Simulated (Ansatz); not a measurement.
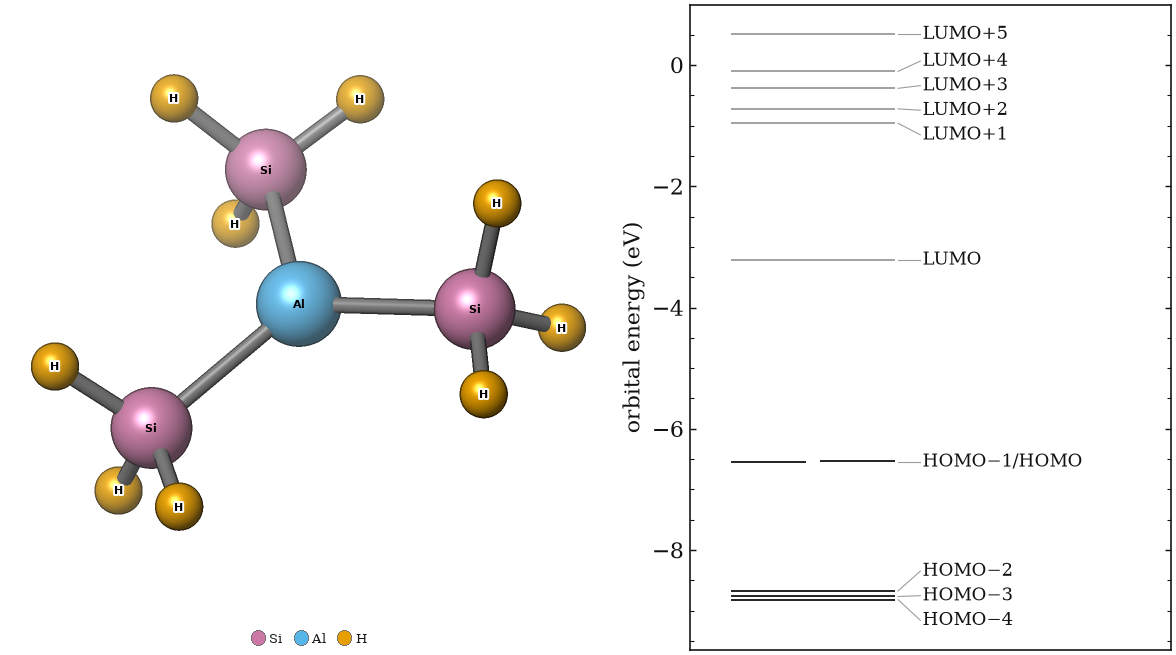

AlSi₃H₉, SMILES [SiH3][Al]([SiH3])[SiH3], singlet. Kohn-Sham orbital energies near the frontier, r2SCAN/def2-TZVPP with the Ansatz code, at a PBE0-D4/def2-TZVP geometry (with a soft imaginary mode, 34i cm⁻¹), isolated molecule; empty levels in grey, levels within 0.03 eV side by side.

Where do the frontier orbitals lie?

Answer. HOMO at −6.53 eV, LUMO at −3.21 eV, 3.31 eV apart.

List the levels.

Answer.
```
orbital  energy (eV)
 LUMO+5         0.51
 LUMO+4        −0.11
 LUMO+3        −0.38
 LUMO+2        −0.72
 LUMO+1        −0.96
   LUMO        −3.21
   HOMO        −6.53
 HOMO−1        −6.55
 HOMO−2        −8.68
 HOMO−3        −8.77
 HOMO−4        −8.82
```

Note: empty levels above zero depend strongly on the basis.
